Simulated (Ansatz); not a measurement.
# One shape, several levels: InH3Cl− ([InClH3]-)

Aim: a comparison of 6 runs (BHLYP/STO-3G, revPBE/STO-3G, MP2/STO-3G, CCSDT(Q)/STO-3G, CCSDT/STO-3G, FCI/STO-3G) of InH3Cl− ([InClH3]-). 

The calculation is run with Ansatz 0.2.0.

6 further runs of the same task are left out: 6 that didn't finish.

### Step 1. The system as given

InH3Cl−: 5 atoms, total charge -1, spin state singlet. SMILES: `[H][In-]([H])([H])[Cl]`. The Cl2–In1 distance was set to 3.509 Å, away from the relaxed value. At this shape a bond of the SMILES string is far longer than usual.

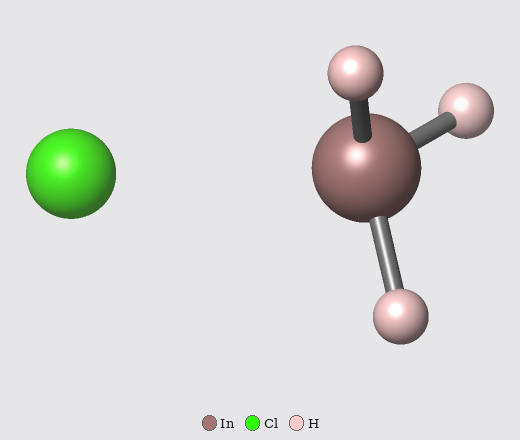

The structure, seen from a chosen angle (indium brown, chlorine green, hydrogen pink).

### Step 2. The energy at BHLYP/STO-3G (run 1)

File run.yaml:

```yaml
crystal:
  periodic: [false, false, false]
  atoms:
    - {symbol: In, position_ang: [-0.009625, 0.011105, -1.345347]}
    - {symbol: Cl, position_ang: [0.012800, -0.020350, 2.163640]}
    - {symbol: H, position_ang: [1.613315, 0.023865, -1.840577]}
    - {symbol: H, position_ang: [-0.825565, 1.421475, -1.815587]}
    - {symbol: H, position_ang: [-0.820825, -1.394155, -1.840707]}
basis:
  gaussian:
    orbitals: STO-3G
accuracy: high
hamiltonian:
  xc: {name: BHLYP}
total_charge: -1
```

The run is started by

```console
ansatz run run.yaml --threads 1 --pin off --max-ram 2610MiB --events-out events.jsonl --progress --plain --runs-dir runs
```

The log of the run:

```text
Warning: RAYON_NUM_THREADS=1 ignored (pool sized by the plan → 1); use --threads N
Functional definition: BHLYP
  name "BHLYP"
  parameter a = 0.5
  exchange = (1 - a)*b88_x + a*exact_x
  correlation = lyp_c
694 factors; integrals over basis functions are off by at most 5.5e-9 eV
mean field evaluation 1: about -167130.8700 eV, gradient 9.1e0 eV
mean field evaluation 2: about -167131.5440 eV, gradient 2.8e0 eV
mean field evaluation 4: about -167131.5927 eV, gradient 3.4e-1 eV
mean field evaluation 8: about -167131.5536 eV, gradient 2.4e-3 eV
mean field evaluation 16: about -167131.5536 eV, gradient 2.9e-8 eV
mean field -167131.55357465 eV, -6141.9713080325 hartree, gradient 2.9e-8 eV, S^2 0.000000; 0 other end points of the search recorded, 0 dependent functions left out
reference -167131.55359623 eV, -6141.9713088254 hartree; 35, 35 occupied and 4, 4 virtual orbitals, 694 factors
Total energy: -167131.55359623 eV, -6141.9713088254 hartree
```

Wall time 2.4 s (1 thread of Arm Neoverse V1, shared host); peak memory 0.13 GiB.

### Step 3. A single-point energy at revPBE/STO-3G (run 2)

File molecule.yaml:

```yaml
crystal:
  periodic: [false, false, false]
  atoms:
    - {symbol: In, position_ang: [-0.009625, 0.011105, -1.345347]}
    - {symbol: Cl, position_ang: [0.012800, -0.020350, 2.163640]}
    - {symbol: H, position_ang: [1.613315, 0.023865, -1.840577]}
    - {symbol: H, position_ang: [-0.825565, 1.421475, -1.815587]}
    - {symbol: H, position_ang: [-0.820825, -1.394155, -1.840707]}
basis:
  gaussian: {orbitals: STO-3G}
hamiltonian: {xc: {name: revPBE}}
accuracy: high
total_charge: -1
```

The run is started by

```console
ansatz run molecule.yaml --threads 1 --pin off --max-ram 2610MiB --events-out events.jsonl --progress --plain --runs-dir runs
```

The log of the run:

```text
Warning: RAYON_NUM_THREADS=1 ignored (pool sized by the plan → 1); use --threads N
Functional definition: revPBE
  name "revPBE"
  parameter kappa = 1.245
  parameter beta = 0.06672455060314922
  exchange = pbe_x(kappa = kappa, mu = beta*pi^2/3)
  correlation = pbe_c(beta = beta)
694 factors; integrals over basis functions are off by at most 5.5e-9 eV
mean field evaluation 1: about -167110.6634 eV, gradient 3.2e1 eV
mean field evaluation 2: about -167096.7300 eV, gradient 4.2e1 eV
mean field evaluation 4: about -167114.7353 eV, gradient 5.2e0 eV
mean field evaluation 8: about -167114.9286 eV, gradient 1.5e-1 eV
mean field evaluation 16: about -167114.9288 eV, gradient 1.2e-6 eV
mean field -167114.92883576 eV, -6141.3603601469 hartree, gradient 9.9e-9 eV, S^2 0.000000; 0 other end points of the search recorded, 0 dependent functions left out
reference -167114.92883831 eV, -6141.3603602407 hartree; 35, 35 occupied and 4, 4 virtual orbitals, 694 factors
Total energy: -167114.92883831 eV, -6141.3603602407 hartree
```

Run time: 2.1 s. Hardware: 1 thread of Arm Neoverse V1, shared host; peak memory 0.11 GiB.

Run 3 isn't shown in full; the table further down has it.

### Step 4. The energy at CCSDT(Q)/STO-3G (run 4)

File in.yaml:

```yaml
crystal:
  periodic: [false, false, false]
  atoms:
    - symbol: In
      position_ang: [-0.009625, 0.011105, -1.345347]
    - symbol: Cl
      position_ang: [0.012800, -0.020350, 2.163640]
    - symbol: H
      position_ang: [1.613315, 0.023865, -1.840577]
    - symbol: H
      position_ang: [-0.825565, 1.421475, -1.815587]
    - symbol: H
      position_ang: [-0.820825, -1.394155, -1.840707]
basis:
  gaussian: {orbitals: STO-3G}
total_charge: -1
magnetization: {spin_polarized: false, initial_magnetization: 0}
correlation: {method: ccsdt_q, frozen_orbitals: {Cl: 5, H: 0, In: 18}}
accuracy: high
scf: {omitted_lower_state_checks: [cluster_reference, increment]}
```

The run is started by

```console
ansatz run in.yaml --threads 1 --pin off --max-ram 2610MiB --events-out events.jsonl --progress --plain --runs-dir runs
```

The log of the run:

```text
Warning: RAYON_NUM_THREADS=1 ignored (pool sized by the plan → 1); use --threads N
[... 11 lines left out ...]
23 core orbitals not correlated: weight in the atoms' cores, before any rotation towards them, 1.000 or more for the frozen orbitals, at most 0.000 for the correlated occupied ones
[... 24 lines left out ...]
Total energy: -167054.94928682 eV, -6139.1561523790 hartree
Checks for a lower state left out: cluster_reference, increment
```

It took 1.1 s on 1 thread of Arm Neoverse V1, shared host; peak memory 0.1 GiB.

Run 5 isn't shown in full; the table further down has it.

### Step 5. The energy at FCI/STO-3G (run 6)

run.yaml: that of step 2 with these lines changed.

```diff
@@ -9,7 +9,5 @@
 basis:
-  gaussian:
-    orbitals: STO-3G
+  gaussian: {orbitals: STO-3G}
+total_charge: -1
+correlation: {method: fci, frozen_orbitals: {Cl: 5, H: 0, In: 18}}
 accuracy: high
-hamiltonian:
-  xc: {name: BHLYP}
-total_charge: -1
```

The run is started by

```console
ansatz run run.yaml --threads 1 --pin off --max-ram 2610MiB --events-out events.jsonl --progress --plain --runs-dir runs
```

The log of the run:

```text
Warning: RAYON_NUM_THREADS=1 ignored (pool sized by the plan → 1); use --threads N
Functional definition: HF
  name "HF"
  exchange = exact_x
  correlation = 0
694 factors; integrals over basis functions are off by at most 5.5e-9 eV
mean field evaluation 1: about -167052.9160 eV, gradient 8.6e0 eV
mean field evaluation 2: about -167052.9118 eV, gradient 8.5e0 eV
mean field evaluation 4: about -167053.5579 eV, gradient 2.8e-1 eV
mean field evaluation 8: about -167053.5576 eV, gradient 1.0e-3 eV
mean field -167053.55760944 eV, -6139.1050091785 hartree, gradient 1.8e-8 eV, S^2 0.000000; 0 other end points of the search recorded, 0 dependent functions left out
23 core orbitals not correlated: weight in the atoms' cores, before any rotation towards them, 1.000 or more for the frozen orbitals, at most 0.000 for the correlated occupied ones
reference -167053.55760944 eV, -6139.1050091785 hartree; 12, 12 occupied and 4, 4 virtual orbitals, 694 factors
state -167054.94940431 eV, -6139.1561566967 hartree
Total energy: -167054.94940431 eV, -6139.1561566967 hartree
```

Run time: 9.3 s. Hardware: 1 thread of Arm Neoverse V1, shared host; peak memory 0.32 GiB.

### Step 6. Overview of the runs

| run | level | frozen core orbitals | energy (Eh) | wall time |
| --- | --- | --- | --- | --- |
| 1 | BHLYP/STO-3G | – | -6141.971309 | 2.4 s |
| 2 | revPBE/STO-3G | – | -6141.360360 | 2.1 s |
| 3 | MP2/STO-3G | 23 | -6139.139269 | 0.64 s |
| 4 | CCSDT(Q)/STO-3G | 23 | -6139.156152 | 1.1 s |
| 5 | CCSDT/STO-3G | 23 | -6139.156142 | 1 s |
| 6 | FCI/STO-3G | 23 | -6139.156157 | 9.3 s |

### Step 7. Summary of results

```
                                           quantity           value
                                run 6: total energy  -6139.15616 Eh
run 6: correlation energy (23 core orbitals frozen)       -51.1 mEh
```

In words: Against full CI in this basis: MP2 +16.9 mEh; CCSDT(Q) +0.0 mEh; CCSDT +0.0 mEh. Totals of different functionals can't be ranked against each other. In runs 1, 2, 3, 4, 5, 6 the basis is minimal, so the values are rough. In runs 1, 2, 3, 4, 5, 6 relativity is left out where basis or elements ask for it. All runs together took 17 s, the longest 9.3 s.
